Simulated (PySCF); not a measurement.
Consider RbNa.

```tsv
atom	x (Å)	y (Å)	z (Å)
Rb	0.0000	0.0000	-0.7911
Na	0.0000	0.0000	2.9219
```

Core potentials replace the inner electrons of Rb.

Method: PBE0/def2-SVP, non-relativistic Hamiltonian with scalar-relativistic core potentials where named, at a bond length of 3.713 Å in PySCF 2.14.0.

Question: What can the converged electron density and electron localisation function tell about the bonding?

Answer: Rb–Na (3.71 Å): ρ is about 0.04 e/Å³ halfway; the ELF is about 0.20 at the midpoint.

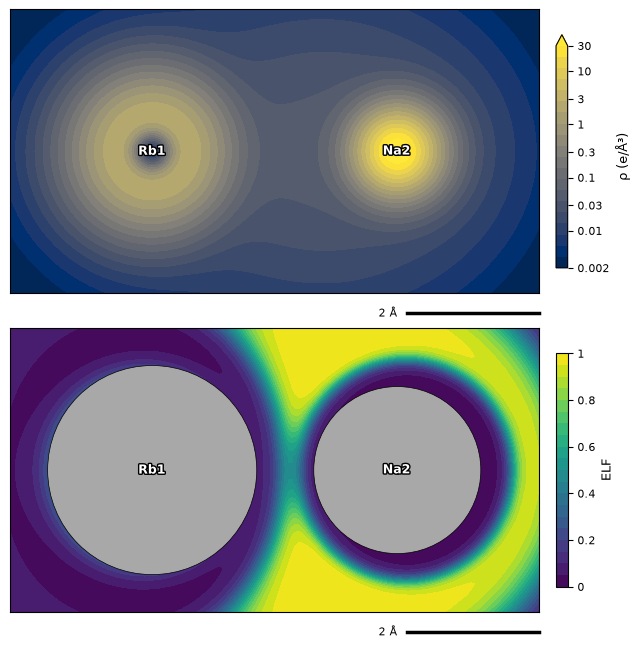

Computed electron density and electron localisation function on a plane that holds the molecular axis, in this order. Grey discs cover the atomic cores in the ELF map. 
